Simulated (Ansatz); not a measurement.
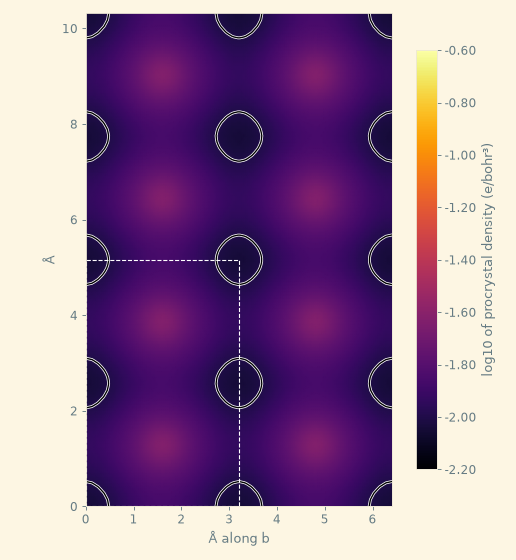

Procrystal electron density of Mg (P6_3/mmc, No. 194), computed on the section x = 0.000 (parallel to b and c; the dashed line is one cell). It is the sum of the densities of spherically averaged neutral Hartree-Fock atoms, not a self-consistent density. The black line is the 0.01 e/bohr³ contour that bounds the voids. The usual level for crystal voids is 0.002 e/bohr³; this crystal has almost no region below it, so a higher level is used, which marks the interstitial space of lowest density.

Source of the atomic positions: coordinates from a relaxation with Ansatz, DFT PBE, scalar-relativistic, plane waves, PAW.

Space group P6_3/mmc (No. 194). a = 3.205 Å, b = 3.205 Å, c = 5.159 Å, α = 90.00°, β = 90.00°, γ = 120.00°
```json
{"atom": "Mg", "site": "2d", "symmetry": "-6m2", "x": "0.3333", "y": "0.6667", "z": "0.7500"}
```

**What share of the cell is void by this measure?**

The voids take about 2.1 % of the cell (0.95 Å³ of 45.9 Å³) and are bounded by about 5.8 Å² of surface per cell.

**What shape does the empty space take in three dimensions?**

They are isolated pockets that do not connect across cells.

**How low does the density fall, and where?**

To about 0.0091 e/bohr³ near 0.00, 0.00, 0.00 (fractional), 2.3 Å from the nearest nucleus.

**At what density do the voids first join through the crystal?**

At about 0.012 e/bohr³, as one-dimensional channels along [001].
